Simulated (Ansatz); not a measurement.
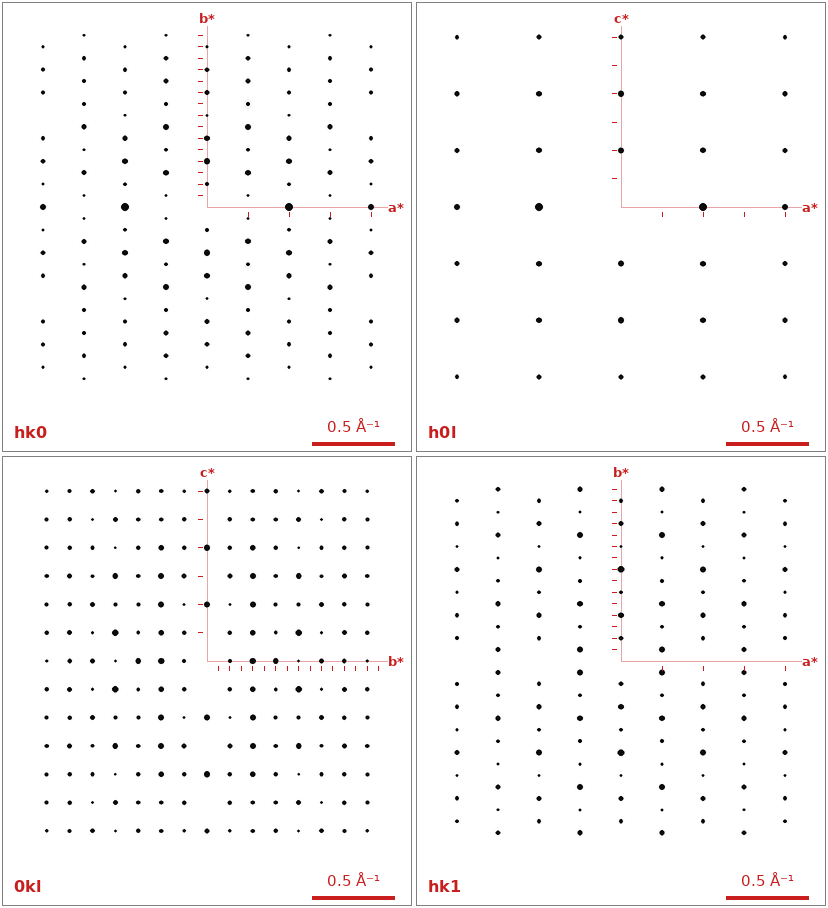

Four undistorted layers of reciprocal space, calculated for a single crystal (X-rays, kinematic |F|², B = 0.5 Å²). Tick marks count the reciprocal lattice steps of the conventional cell along each axis.

Read the reciprocal cell and give the direct cell.

a* = 0.251, b* = 0.070, c* = 0.173 Å⁻¹; the cell is orthorhombic with a = 3.98 Å, b = 14.26 Å, c = 5.76 Å.

Which reflection conditions do the layers show?

Reflections are present only under these conditions. hkl: h + k = 2n; hk0: h + k = 2n; h0l: h = 2n, l = 2n; 0kl: k = 2n; h00: h = 2n; 0k0: k = 2n; 00l: l = 2n. The lattice is C-centred (C). A few very weak reflections are below the display threshold.

Which space groups fit?

The intensities have Laue symmetry mmm (the hk0 layer shows 2mm, hk1 shows 2mm). With these conditions the candidates are Cmc2_1 (No. 36), C2cm (No. 40), Cmcm (No. 63) (symbols for these axes; some are non-standard settings). Diffraction geometry alone does not choose among them; the structure has Cmc2_1. The compound is SrAlF4. Structure: coordinates from a relaxation with Ansatz 0.2.0, DFT, PAW plane waves, r2scan; the starting structure was generated, so it need not be a known form of this composition.
